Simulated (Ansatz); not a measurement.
The starting structures come from a database of crystals and need not be the phases stable at ambient conditions.

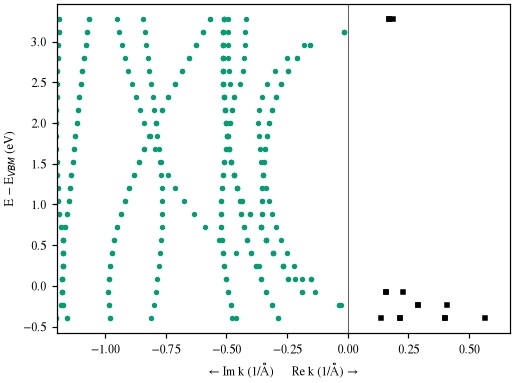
Complex bands at the centre of the two-dimensional zone; r2SCAN (Ansatz, a first-principles code)

No gap correction and no spin-orbit coupling; mid-gap values are interpolated between computed energies.

Problem. This is Ba₂ScNbO₆ (Fm-3m, not sure to be the ambient phase, 10 atoms a cell, 14.2 Å³ an atom, -3 GPa at this level) along the normal of (111). Read off the slowest decay at the centre of the two-dimensional zone at 1.52 eV, the computed energy nearest the middle of the gap.

Solution. κ ≈ 0.35 1/Å, a decay length 1/(2κ) of the density of 1.4 Å.
